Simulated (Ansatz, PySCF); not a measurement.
Potential energy curve for GeGa (cation, charge +1), lowest singlet found (which spin is the ground state isn't settled by this scan).

- RKS-B3LYP = restricted B3LYP/aug-cc-pVDZ in Ansatz (an electronic-structure program)
- RKS-B3LYP/6-31G* = PySCF with restricted B3LYP/6-31G*, spherical d
- RCCSD(T) = CCSD(T) on RHF/aug-cc-pVDZ, cores with 3d frozen run with Ansatz

Energies are in kJ/mol, each relative to the lowest point of its own curve between 2.89 and 3.91 Å, where full CI is lowest.

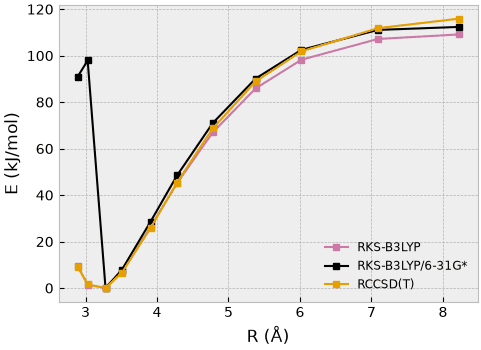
Figure. Energy against bond length for each method.

| R / Å | RKS-B3LYP | RKS-B3LYP/6-31G* | RCCSD(T) |
|---|---|---|---|
| 2.89 | 9.5 | 90.9 | 9.3 |
| 3.03 | 1.5 | 97.9 | 1.5 |
| 3.28 | 0.0 | 0.0 | 0.0 |
| 3.51 | 6.9 | 7.9 | 6.7 |
| 3.91 | 26.3 | 28.6 | 25.9 |
| 4.28 | 45.1 | 48.4 | 45.4 |
| 4.78 | 67.0 | 71.0 | 68.7 |
| 5.38 | 85.9 | 90.2 | 88.9 |
| 6.02 | 98.2 | 102.5 | 101.9 |
| 7.09 | 107.2 | 111.1 | 111.8 |
| 8.22 | 109.1 | 112.4 | 115.9 |

At the longest distance, 8.22 Å, RCCSD(T) lies highest above its minimum (115.9 kJ/mol) and RKS-B3LYP lowest (109.1 kJ/mol).

The scan ran from 1.74 to 8.22 Å; beyond the distances shown full CI changes its symmetry label. The restricted form behind RKS-B3LYP, RKS-B3LYP/6-31G* keeps the bonding electrons paired and can't separate into open-shell fragments.
